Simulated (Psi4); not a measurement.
GaH₃Cl (charge −1): energy and gradient calculation

GaH₃Cl, charge −1, multiplicity 3, SMILES [H][Ga-]([H])([H])[Cl], computed with TPSSh/cc-pVTZ, UKS (Psi4 1.11).

The run did not end well. The geometry is that of the parent species in another charge or spin state. The geometry comes from this level: GFN2-xTB.

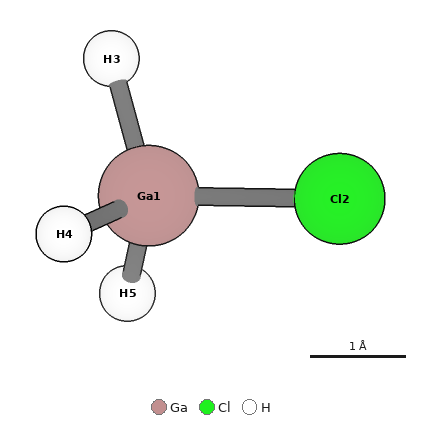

*The input geometry (ball-and-stick view, seen at a tilt; atoms are numbered from 1 in the order of the input). Sticks mark near contacts.*

Bond lengths as drawn: Cl–Ga 2.09 Å and Ga–H 1.57 Å.

Input file (calc.in)
```
memory 1600 MB

molecule {
  -1 3
  Ga     0.002750    -0.000930    -0.104610
  Cl     0.007540    -0.017830     1.986020
  H      1.480820     0.011930    -0.640690
  H     -0.748550     1.287050    -0.607140
  H     -0.742550    -1.280220    -0.633580
  units angstrom
  symmetry c1
  no_reorient
  no_com
}

set globals {
  reference            uks
  puream               true
  e_convergence        1e-09
  d_convergence        1e-08
  scf_type             pk
  dft_radial_points    99
  dft_spherical_points 590
  maxiter              200
}

e, wfn = gradient('tpssh/cc-pVTZ', return_wfn=True)
oeprop(wfn, 'MAYER_INDICES', 'MULLIKEN_CHARGES', 'LOWDIN_CHARGES', title='TPSSH')
```

Machine: 1 thread of Intel Xeon @ 2.50GHz (Skylake/Cascade Lake), 189 GiB of memory available, shared host.

Run as:
```bash
psi4 -n 1 calc.in calc.out
```

The program's output
```
Psi4 1.11 release

gradient() will perform analytic gradient computation.

   => Loading Basis Set <=

    Name: CC-PVTZ
    Role: ORBITAL
    Keyword: BASIS

         ---------------------------------------------------------
                                   SCF
                              UKS Reference
                        1 Threads,   1525 MiB Core
         ---------------------------------------------------------

  ==> Geometry <==

    Molecular point group: c1
    Full point group: C1

    Geometry (in Angstrom), charge = -1, multiplicity = 3:

       Center              X                  Y                   Z               Mass
    ------------   -----------------  -----------------  -----------------  -----------------
         GA           0.002750000000    -0.000930000000    -0.104610000000    68.925573500000
         CL           0.007540000000    -0.017830000000     1.986020000000    34.968852682000
         H            1.480820000000     0.011930000000    -0.640690000000     1.007825032230
         H           -0.748550000000     1.287050000000    -0.607140000000     1.007825032230
         H           -0.742550000000    -1.280220000000    -0.633580000000     1.007825032230

  Running in c1 symmetry.

  Rotational constants: A =      2.53381  B =      0.11772  C =      0.11771 [cm^-1]
  Rotational constants: A =  75961.72333  B =   3529.09896  C =   3528.78634 [MHz]
  Nuclear repulsion =  174.280749122135518

  Charge       = -1
  Multiplicity = 3
  Electrons    = 52
  Nalpha       = 27
  Nbeta        = 25

  ==> Algorithm <==

  SCF Algorithm Type is PK.
  DIIS enabled.
  MOM disabled.
  Fractional occupation disabled.
  Guess Type is SAD.
  Energy threshold   = 1.00e-09
  Density threshold  = 1.00e-08
  Integral threshold = 1.00e-12

  ==> Primary Basis <==

  Basis Set: CC-PVTZ
    Blend: CC-PVTZ
    Number of shells: 45
    Number of basis functions: 119
    Number of Cartesian functions: 133
    Spherical Harmonics?: true
    Max angular momentum: 3

  ==> DFT Potential <==

   => LibXC <=

    Version 7.1.2

   => Composite Functional: TPSSH <=

    TPSSh Hyb-GGA Exchange-Correlation Functional

    Deriv               =              1
    GGA                 =           TRUE
    Meta                =           TRUE

    Exchange Hybrid     =           TRUE
    MP2 Hybrid          =          FALSE

   => Exchange Functionals <=

    0.9000   Tao, Perdew, Staroverov & Scuseria

   => Exact (HF) Exchange <=

    0.1000               HF

   => Correlation Functionals <=

    1.0000   Tao, Perdew, Staroverov & Scuseria

   => LibXC Density Thresholds  <==

    XC_HYB_MGGA_XC_TPSSH:  1.00E-15

   => Molecular Quadrature <=

    Radial Scheme          =       TREUTLER
    Pruning Scheme         =           NONE
    Nuclear Scheme         =       TREUTLER

    Blocking Scheme        =         OCTREE
    BS radius alpha        =              1
    Pruning alpha          =              1
    Radial Points          =             99
    Spherical Points       =            590
    Total Points           =         278392
    Total Blocks           =           2110
    Max Points             =            256
    Max Functions          =            119
    Weights Tolerance      =       1.00E-15

  ==> Integral Setup <==

  Using in-core PK algorithm.
   Calculation information:
      Number of atoms:                   5
      Number of AO shells:              45
      Number of primitives:            203
      Number of atomic orbitals:       133
      Number of basis functions:       119

      Integral cutoff                 1.00e-12
      Number of threads:                 1

  Performing in-core PK
  Using 50986740 doubles for integral storage.
  We computed 531831 shell quartets total.
  Whereas there are 536130 unique shell quartets.

  ==> DiskJK: Disk-Based J/K Matrices <==

    J tasked:                  Yes
    K tasked:                  Yes
    wK tasked:                  No
    Memory [MiB]:             1029
    Schwarz Cutoff:          1E-12

  Cached 5.3% of DFT collocation blocks in 0.110 [GiB].

  Minimum eigenvalue in the overlap matrix is 2.5336534602E-03.
  Reciprocal condition number of the overlap matrix is 5.2186582865E-04.
    Using symmetric orthogonalization.

  ==> Pre-Iterations <==

  SCF Guess: Superposition of Atomic Densities via on-the-fly atomic UHF (no occupation information).

   -------------------------
    Irrep   Nso     Nmo
   -------------------------
     A        119     119
   -------------------------
    Total     119     119
   -------------------------

  ==> Iterations <==

                        Total Energy        Delta E     RMS |[F,P]|

   @UKS iter SAD: -2383.78587352159821   -2.38379e+03   0.00000e+00
   @UKS iter   1: -2384.51516792088978   -7.29294e-01   2.09059e-02 DIIS/ADIIS
   @UKS iter   2: -2327.75538532727069    5.67598e+01   7.01797e-02 DIIS/ADIIS
   @UKS iter   3: -2386.50081189482944   -5.87454e+01   7.74082e-03 DIIS/ADIIS
   @UKS iter   4: -2386.60180746016704   -1.00996e-01   3.60446e-03 DIIS/ADIIS
   @UKS iter   5: -2386.69651022876496   -9.47028e-02   2.51281e-03 DIIS/ADIIS
   @UKS iter   6: -2386.76782529428374   -7.13151e-02   4.43598e-04 DIIS/ADIIS
   @UKS iter   7: -2386.76999122119969   -2.16593e-03   2.14312e-04 DIIS/ADIIS
   @UKS iter   8: -2386.77041335221884   -4.22131e-04   1.22913e-04 DIIS/ADIIS
   @UKS iter   9: -2386.77062675774278   -2.13406e-04   7.49404e-05 DIIS
   @UKS iter  10: -2386.77070181660338   -7.50589e-05   3.83567e-05 DIIS
   @UKS iter  11: -2386.77072089109151   -1.90745e-05   2.70217e-05 DIIS
   @UKS iter  12: -2386.77072989076487   -8.99967e-06   2.37279e-05 DIIS
   @UKS iter  13: -2386.77073863293299   -8.74217e-06   2.01600e-05 DIIS
   @UKS iter  14: -2386.77075487011234   -1.62372e-05   1.36712e-05 DIIS
   @UKS iter  15: -2386.77076352029144   -8.65018e-06   7.21736e-06 DIIS
   @UKS iter  16: -2386.77076649883747   -2.97855e-06   3.00068e-06 DIIS
   @UKS iter  17: -2386.77076698059636   -4.81759e-07   7.36513e-07 DIIS
   @UKS iter  18: -2386.77076700880752   -2.82112e-08   3.22393e-07 DIIS
   @UKS iter  19: -2386.77076701331362   -4.50609e-09   1.01864e-07 DIIS
   @UKS iter  20: -2386.77076701347551   -1.61890e-10   6.49489e-08 DIIS
   @UKS iter  21: -2386.77076701357100   -9.54969e-11   2.04271e-08 DIIS
   @UKS iter  22: -2386.77076701357964   -8.64020e-12   5.67606e-09 DIIS
  Energy and wave function converged.

  ==> Post-Iterations <==

   Electrons on quadrature grid:
      Nalpha   =   26.9999994976 ; deviation = -5.024e-07
      Nbeta    =   24.9999998477 ; deviation = -1.523e-07
      Ntotal   =   51.9999993454 ; deviation = -6.546e-07

   @Spin Contamination Metric:   7.283525405E-03
   @S^2 Expected:                2.000000000E+00
   @S^2 Observed:                2.007283525E+00
   @S   Expected:                1.000000000E+00
   @S   Observed:                1.000000000E+00

    Orbital Energies [Eh]
    ---------------------

    Alpha Occupied:

       1A   -372.116380     2A   -101.213858     3A    -45.555422
       4A    -40.279510     5A    -40.277670     6A    -40.277114
       7A     -9.196841     8A     -6.942535     9A     -6.940213
      10A     -6.936448    11A     -5.253160    12A     -3.533988
      13A     -3.529648    14A     -3.527040    15A     -0.641604
      16A     -0.605123    17A     -0.599154    18A     -0.596480
      19A     -0.594270    20A     -0.579763    21A     -0.303353
      22A     -0.193241    23A     -0.166089    24A     -0.158594
      25A     -0.132938    26A     -0.100301    27A      0.139851

    Alpha Virtual:

      28A      0.204908    29A      0.206163    30A      0.208203
      31A      0.248464    32A      0.294643    33A      0.303268
      34A      0.329949    35A      0.339037    36A      0.348604
      37A      0.407470    38A      0.417077    39A      0.431180
      40A      0.530553    41A      0.538876    42A      0.539657
      43A      0.566721    44A      0.574091    45A      0.624228
      46A      0.673255    47A      0.681502    48A      0.724480
      49A      0.738576    50A      0.747349    51A      0.770646
      52A      0.918352    53A      0.931867    54A      0.963620
      55A      1.029294    56A      1.030939    57A      1.053184
      58A      1.096418    59A      1.105642    60A      1.158309
      61A      1.257660    62A      1.266023    63A      1.292497
      64A      1.346478    65A      1.348462    66A      1.385170
      67A      1.385756    68A      1.397061    69A      1.410869
      70A      1.628044    71A      1.835322    72A      1.860663
      73A      1.988671    74A      2.071230    75A      2.076467
      76A      2.127978    77A      2.135003    78A      2.191927
      79A      2.203094    80A      2.217299    81A      2.261114
      82A      2.264557    83A      2.289789    84A      2.342141
      85A      2.342905    86A      2.450611    87A      2.462600
      88A      2.631856    89A      2.646282    90A      2.694592
      91A      2.906657    92A      2.959941    93A      3.061876
      94A      3.256927    95A      3.379460    96A      3.430730
      97A      3.455128    98A      3.573266    99A      3.586015
     100A      3.598075   101A      3.722790   102A      3.746478
     103A      3.754561   104A      3.839282   105A      3.842047
     106A      3.883389   107A      4.061603   108A      4.076902
     109A      4.077999   110A      4.128438   111A      4.241475
     112A      4.278634   113A      4.295873   114A      4.382525
     115A      4.390774   116A      4.683461   117A      4.841647
     118A      4.880026   119A      5.128025

    Beta Occupied:

       1A   -372.115986     2A   -101.211308     3A    -45.554602
       4A    -40.278214     5A    -40.276744     6A    -40.276691
       7A     -9.194289     8A     -6.937737     9A     -6.936629
      10A     -6.934815    11A     -5.251299    12A     -3.531049
      13A     -3.528135    14A     -3.525659    15A     -0.631860
      16A     -0.598970    17A     -0.596585    18A     -0.593869
      19A     -0.593286    20A     -0.572000    21A     -0.268660
      22A     -0.149789    23A     -0.148493    24A     -0.142464
      25A     -0.080636

    Beta Virtual:

      26A     -0.057633    27A      0.177415    28A      0.214369
      29A      0.219954    30A      0.223505    31A      0.272042
      32A      0.311504    33A      0.312260    34A      0.342781
      35A      0.363212    36A      0.364524    37A      0.418785
      38A      0.434666    39A      0.438639    40A      0.551275
      41A      0.551875    42A      0.560406    43A      0.585211
      44A      0.585886    45A      0.640575    46A      0.693541
      47A      0.694025    48A      0.749090    49A      0.750675
      50A      0.756198    51A      0.801117    52A      0.949681
      53A      0.954914    54A      0.988222    55A      1.044132
      56A      1.045212    57A      1.068116    58A      1.117522
      59A      1.119038    60A      1.174742    61A      1.279491
      62A      1.281390    63A      1.309745    64A      1.364175
      65A      1.367195    66A      1.405208    67A      1.407708
      68A      1.415458    69A      1.420475    70A      1.644116
      71A      1.861861    72A      1.872384    73A      2.002853
      74A      2.085869    75A      2.087985    76A      2.143426
      77A      2.145554    78A      2.211468    79A      2.213723
      80A      2.229844    81A      2.274630    82A      2.275606
      83A      2.302110    84A      2.354849    85A      2.355083
      86A      2.462565    87A      2.467930    88A      2.649048
      89A      2.654789    90A      2.704389    91A      2.953273
      92A      2.976383    93A      3.085175    94A      3.269886
      95A      3.405331    96A      3.459189    97A      3.471510
      98A      3.589438    99A      3.600225   100A      3.616611
     101A      3.758817   102A      3.767760   103A      3.774594
     104A      3.860578   105A      3.871805   106A      3.899791
     107A      4.084302   108A      4.095685   109A      4.097977
     110A      4.138474   111A      4.256517   112A      4.287260
     113A      4.301991   114A      4.393400   115A      4.402794
     116A      4.692601   117A      4.853360   118A      4.886930
     119A      5.135522

    Final Occupation by Irrep:
              A
    DOCC [    25 ]
    SOCC [     2 ]
    NA   [    27 ]
    NB   [    25 ]

  @UKS Final Energy: -2386.77076701357964

   => Energetics <=

    Nuclear Repulsion Energy =            174.2807491221355178
    One-Electron Energy =               -3678.0818832392787954
    Two-Electron Energy =                1211.3569322714149621
    DFT Exchange-Correlation Energy =     -94.3265651678517116
    Empirical Dispersion Energy =           0.0000000000000000
    VV10 Nonlocal Energy =                  0.0000000000000000
    Total Energy =                      -2386.7707670135800981

  UHF NO Occupations:
  HONO-2 :   25  A 1.9971318
  HONO-1 :   26  A 1.0000000
  HONO-0 :   27  A 1.0000000
  LUNO+0 :   28  A 0.0028682
  LUNO+1 :   29  A 0.0004198
  LUNO+2 :   30  A 0.0001904
  LUNO+3 :   31  A 0.0000812

Computation Completed

Properties will be evaluated at   0.000000,   0.000000,   0.000000 [a0]

Properties computed using the SCF density matrix

 Multipole Moments:

 ------------------------------------------------------------------------------------
     Multipole            Electronic (a.u.)      Nuclear  (a.u.)        Total (a.u.)
 ------------------------------------------------------------------------------------

 L = 1.  Multiply by 2.5417464519 to convert [e a0] to [Debye]
 Dipole X            :         -0.5696925            0.3838979           -0.1857947
 Dipole Y            :          0.8800311           -0.5918244            0.2882067
 Dipole Z            :        -53.8823088           54.1180146            0.2357058
 Magnitude           :                                                    0.4161009

 ------------------------------------------------------------------------------------

	total time  =        441 seconds =       7.35 minutes

         ------------------------------------------------------------
                                   SCF GRAD
         ------------------------------------------------------------

  ==> Geometry <==

    Molecular point group: c1
    Full point group: C1

    Geometry (in Angstrom), charge = -1, multiplicity = 3:

       Center              X                  Y                   Z               Mass
    ------------   -----------------  -----------------  -----------------  -----------------
         GA           0.002750000000    -0.000930000000    -0.104610000000    68.925573500000
         CL           0.007540000000    -0.017830000000     1.986020000000    34.968852682000
         H            1.480820000000     0.011930000000    -0.640690000000     1.007825032230
         H           -0.748550000000     1.287050000000    -0.607140000000     1.007825032230
         H           -0.742550000000    -1.280220000000    -0.633580000000     1.007825032230

  Nuclear repulsion =  174.280749122135518

  ==> Basis Set <==

  Basis Set: CC-PVTZ
    Blend: CC-PVTZ
    Number of shells: 45
    Number of basis functions: 119
    Number of Cartesian functions: 133
    Spherical Harmonics?: true
    Max angular momentum: 3

  ==> DirectJKGrad: Integral-Direct SCF Gradients <==

    Gradient:                    1
    J tasked:                  Yes
    K tasked:                  Yes
    wK tasked:                  No
    Integrals threads:           1
    Schwarz Cutoff:          1E-12
```

What the run reported

| quantity | value |
| --- | --- |
| outcome | stopped at the time limit |
| wall time | 8.7 min |
| peak memory | 1.5 GiB |

The run was cut off by its time limit, so the output is incomplete.
